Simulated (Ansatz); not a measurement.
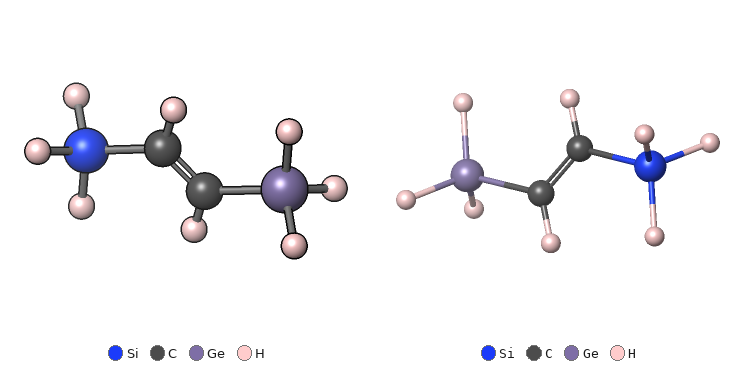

Two views of one molecule.

Description:

The molecule is C2H8GeSi. As SMILES it reads `[SiH3]/C=[CH]/[GeH3]`. Among its groups: alkene, Si–H bond. This geometry has Cs symmetry. Coordination: 1 Si tetrahedral; 2 C trigonal planar; 1 Ge tetrahedral.

The parts below concern this one geometry. Atoms keep their numbers from picture to picture. The computed structure is the end point of a PBE0-D4/def2-TZVP optimisation.

### Geometry

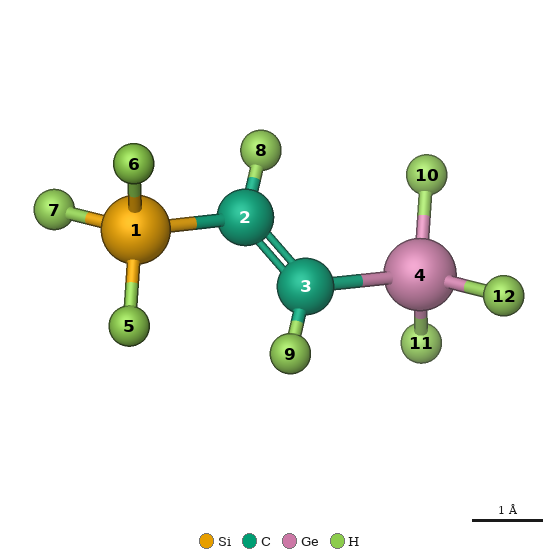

The atoms are numbered.

Give the bond lengths.

| bond | length (Å) |
| --- | --- |
| Si1–C2 | 1.863 |
| Si1–H5 | 1.487 |
| Si1–H6 | 1.488 |
| Si1–H7 | 1.488 |
| C2–C3 | 1.334 |
| C2–H8 | 1.091 |
| C3–Ge4 | 1.943 |
| C3–H9 | 1.090 |
| Ge4–H10 | 1.537 |
| Ge4–H11 | 1.539 |
| Ge4–H12 | 1.539 |

### Vibrations

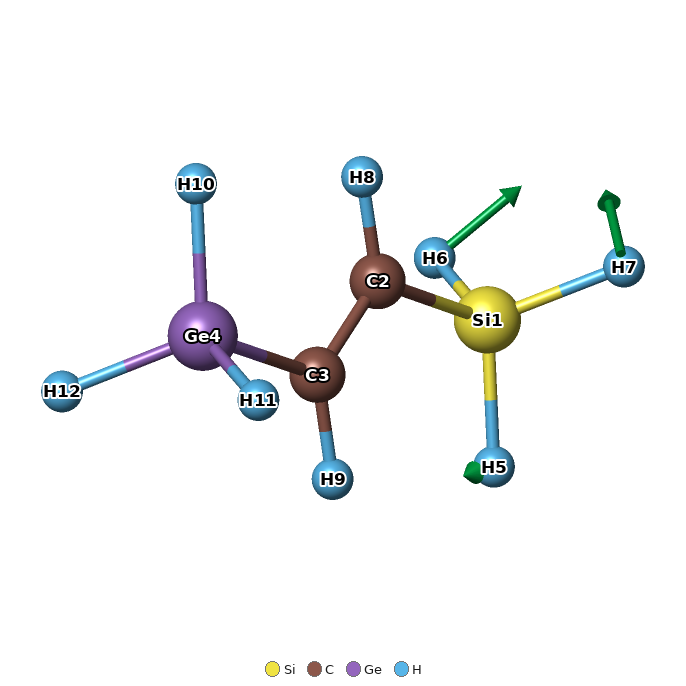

The arrows show one normal mode. Harmonic vibrations computed with RKS PBE0-D4/def2-TZVP (Ansatz 0.2.0) at a stationary point of the same level.

> Describe the motion.

Mostly H–Si–H bending.

> At what wavenumber does it lie?

951 cm⁻¹; it is mode 18 of 30 counted from the lowest.

### Thermal motion

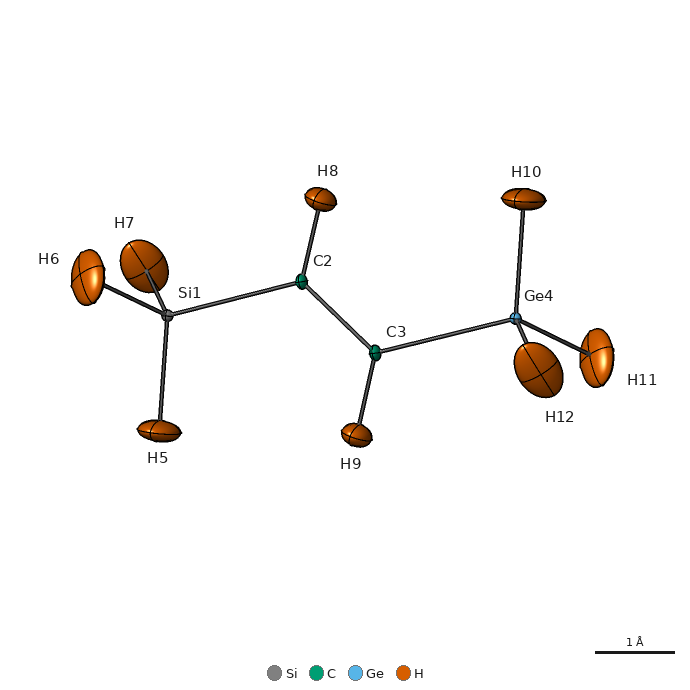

Displacement ellipsoids at the 50 % level, from the internal vibrations of the free molecule (harmonic, no overall translation or rotation; no half-axis is drawn under 0.075 Å). Vibrations computed with RKS PBE0-D4/def2-TZVP (Ansatz 0.2.0). Temperature: 100 K.

> Which atom moves most?

H11, H12, with U_eq = 0.0391 Å².

> Does H12 move more along its bond or across it?

Across it: the root-mean-square amplitude is 0.089 Å along the bond and up to 0.278 Å across, since bending and torsion are softer than stretching.

List U_eq and the three principal root-mean-square amplitudes for each kind of atom.

| atom | U_eq (Å²) | rms amplitudes (Å) |
| --- | --- | --- |
| Si1 | 0.00096 | 0.024, 0.028, 0.039 |
| C2 | 0.0043 | 0.042, 0.064, 0.083 |
| C3 | 0.0044 | 0.039, 0.066, 0.085 |
| Ge4 | 0.00021 | 0.010, 0.012, 0.020 |
| H5 | 0.0332 | 0.088, 0.179, 0.245 |
| H6, H7 | 0.0365 | 0.090, 0.181, 0.262 |
| H8 | 0.0202 | 0.092, 0.133, 0.185 |
| H9 | 0.0198 | 0.094, 0.128, 0.185 |
| H10 | 0.0356 | 0.088, 0.179, 0.259 |
| H11, H12 | 0.0391 | 0.089, 0.179, 0.278 |

### Electronic properties

Method: RKS r2SCAN-D4/def2-TZVPP (Ansatz 0.2.0).

> Give the HOMO energy (Kohn–Sham orbital) at this level.

−7.13 eV.

> Give the LUMO energy (Kohn–Sham orbital) at this level.

−1.64 eV.

> What is the dispersion correction?

−6.1 kJ/mol.

> Estimate the dipole moment.

0.19 D.

### Charges

The questions are on Mulliken charges. Properties computed with RKS ωB97M-V/def2-TZVPP (Ansatz 0.2.0).

> Which atom carries the highest charge (most positive or least negative)?

Si1 (0.22 e).

> And the lowest?

C3 (−0.23 e).

List the Mulliken charges.

```csv
atom,value (e)
Si1,0.22
C2,−0.19
C3,−0.23
Ge4,0.09
H5,−0.03
H6,−0.03
H7,−0.03
H8,0.09
H9,0.10
H10,0.01
H11,0.01
H12,0.01
```

Mulliken values depend strongly on the basis set and can even reverse the polarity of a bond.
